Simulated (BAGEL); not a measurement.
# AlHSeF2 (SMILES [F][Al]([F])[SeH]) at HF/STO-3G (density fitting with qzvpp-jkfit)

What is the energy change on altering one bond length of AlHSeF2 at HF/STO-3G (density fitting with qzvpp-jkfit)? 

The results are computed with BAGEL 1.2.2.

3 further runs of the same task are left out: 2 that didn't finish, 1 set aside as unsound or not needed.

### Step 1. The molecule

AlHSeF2 has 5 atoms, charge 0, and is taken as a singlet. As SMILES, `[F][Al]([F])[SeH]`. The shape is that of a PBE0-D4/def2-TZVP optimisation.

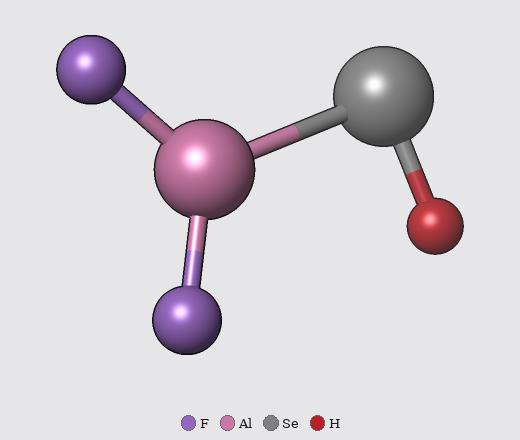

Viewed from a chosen angle; fluorine purple, aluminium pink, selenium grey, hydrogen red.

### Step 2. The energy at HF/STO-3G (density fitting with qzvpp-jkfit)

input.json reads:

```json
{ "bagel" : [

{
  "title" : "molecule",
  "basis" : "sto-3g",
  "df_basis" : "qzvpp-jkfit",
  "angstrom" : true,
  "geometry" : [
    { "atom" : "F", "xyz" : [       0.820000,      -0.356200,       2.013500 ] },
    { "atom" : "Al", "xyz" : [       0.406700,      -0.281200,       0.431800 ] },
    { "atom" : "F", "xyz" : [       1.229200,      -1.192000,      -0.652600 ] },
    { "atom" : "Se", "xyz" : [      -1.302500,       1.088600,      -0.219800 ] },
    { "atom" : "H", "xyz" : [      -1.103600,       0.667100,      -1.614300 ] }
  ]
},

{ "title" : "hf" },

{ "title" : "print", "file" : "orbitals.molden", "orbitals" : true }

]}
```

The run is started by

```
$ BAGEL_NUM_THREADS=1 BAGEL input.json > input.out
```

The log of the run:

```text
* using 1 threads per process

  ===============================================================
  ===============================================================

  *** Geometry ***

  { "atom" : "F", "xyz" : [      1.549575,     -0.673120,      3.804964 ] },
  { "atom" : "Al", "xyz" : [      0.768552,     -0.531391,      0.815984 ] },
  { "atom" : "F", "xyz" : [      2.322851,     -2.252554,     -1.233235 ] },
  { "atom" : "Se", "xyz" : [     -2.461368,      2.057156,     -0.415362 ] },
  { "atom" : "H", "xyz" : [     -2.085502,      1.260636,     -3.050585 ] },

  Number of auxiliary basis functions:      566

  Since a DF basis is specified, we compute 2- and 3-index integrals:
    o Being stored without compression. Storage requirement is 0.007 GB

  Number of basis functions:       38
  Number of electrons      :       66

    * METHOD: MOLECULE                             0.23

  *** RHF ***

  === Nuclear Repulsion ===
   305.3126108622

      * DIIS with orbital gradients will be used.

  === RHF iteration (sto-3g) ===
      0      -2809.23879608          0.01449700           0.05
      1      -2809.35968122          0.00300374           0.05
      2      -2809.36403984          0.00055074           0.05
      3      -2809.36433670          0.00012575           0.05
      4      -2809.36435449          0.00002974           0.05
      5      -2809.36435546          0.00000450           0.05
      6      -2809.36435548          0.00000082           0.05
      7      -2809.36435548          0.00000018           0.04
      8      -2809.36435548          0.00000006           0.04
      9      -2809.36435548          0.00000001           0.05
     10      -2809.36435548          0.00000000           0.05
    * SCF iteration converged.

    * Permanent dipole moment:
           (   -0.399586,     0.391645,     0.248284) a.u.

    * METHOD: HF                                   0.65

    * METHOD: PRINT                                0.00

  ===============================================================
```

Run time: 1.1 s. Hardware: 1 thread of Intel Xeon 6975P-C (Granite Rapids), shared host; peak memory 0.093 GiB.

### Step 3. The distorted shape

job.json reads:

```json
{ "bagel" : [

{
  "title" : "molecule",
  "basis" : "sto-3g",
  "df_basis" : "qzvpp-jkfit",
  "angstrom" : "true",
  "geometry" : [
    { "atom" : "F", "xyz" : [    0.760333,   -0.229756,    2.431829 ] },
    { "atom" : "Al", "xyz" : [    0.347033,   -0.154756,    0.850129 ] },
    { "atom" : "F", "xyz" : [    1.169533,   -1.065556,   -0.234271 ] },
    { "atom" : "Se", "xyz" : [   -1.362167,    1.215044,    0.198529 ] },
    { "atom" : "H", "xyz" : [   -1.103600,    0.667100,   -1.614300 ] }
  ]
},
{
  "title" : "hf"
},
{
  "title" : "print",
  "file" : "orbitals.molden",
  "orbitals" : "true"
}

]}
```

The run is started by

```
$ BAGEL_NUM_THREADS=1 BAGEL job.json > job.out
```

The log of the run:

```text
* using 1 threads per process

  ===============================================================
  ===============================================================

  *** Geometry ***

  { "atom" : "F", "xyz" : [      1.436821,     -0.434176,      4.595491 ] },
  { "atom" : "Al", "xyz" : [      0.655797,     -0.292446,      1.606511 ] },
  { "atom" : "F", "xyz" : [      2.210097,     -2.013609,     -0.442708 ] },
  { "atom" : "Se", "xyz" : [     -2.574123,      2.296100,      0.375165 ] },
  { "atom" : "H", "xyz" : [     -2.085502,      1.260636,     -3.050585 ] },

  Number of auxiliary basis functions:      566

  Since a DF basis is specified, we compute 2- and 3-index integrals:
    o Being stored without compression. Storage requirement is 0.007 GB

  Number of basis functions:       38
  Number of electrons      :       66

    * METHOD: MOLECULE                             0.20

  *** RHF ***

  === Nuclear Repulsion ===
   302.1699237423

      * DIIS with orbital gradients will be used.

  === RHF iteration (sto-3g) ===
      0      -2809.15992171          0.01479852           0.03
      1      -2809.28691452          0.00304568           0.03
      2      -2809.29167724          0.00057848           0.03
      3      -2809.29201306          0.00012813           0.03
      4      -2809.29203192          0.00003390           0.03
      5      -2809.29203322          0.00000592           0.03
      6      -2809.29203326          0.00000107           0.03
      7      -2809.29203326          0.00000032           0.03
      8      -2809.29203326          0.00000009           0.04
      9      -2809.29203326          0.00000002           0.05
     10      -2809.29203326          0.00000000           0.05
    * SCF iteration converged.

    * Permanent dipole moment:
           (   -0.382040,     0.361667,     0.165737) a.u.

    * METHOD: HF                                   0.49

    * METHOD: PRINT                                0.00

  ===============================================================
```

It took 0.91 s on 1 thread of Intel Xeon 6975P-C (Granite Rapids), shared host; peak memory 0.092 GiB.

### Step 4. Results

Level: HF/STO-3G (density fitting with qzvpp-jkfit).

| quantity | value |
| --- | --- |
| first shape: total energy | -2809.36436 Eh |
| first shape: dipole moment | 1.56 D |
| first shape: HOMO energy | -7.19 eV |
| first shape: LUMO energy | 9.03 eV |
| first shape: HOMO–LUMO gap | 16.22 eV |
| distorted shape: total energy | -2809.29203 Eh |
| distorted shape: dipole moment | 1.40 D |
| distorted shape: HOMO energy | -7.08 eV |
| distorted shape: LUMO energy | 6.34 eV |
| distorted shape: HOMO–LUMO gap | 13.42 eV |
| energy change with the Se4–H5 bond stretched from 1.470 to 1.911 Å | 1.968 eV |

What this shows: With the Se4–H5 bond stretched from 1.470 to 1.911 Å the energy rises by 1.97 eV (190 kJ/mol). The first shape isn't relaxed at this level, so the change isn't measured from a minimum. The minimal basis adds a large error of its own.
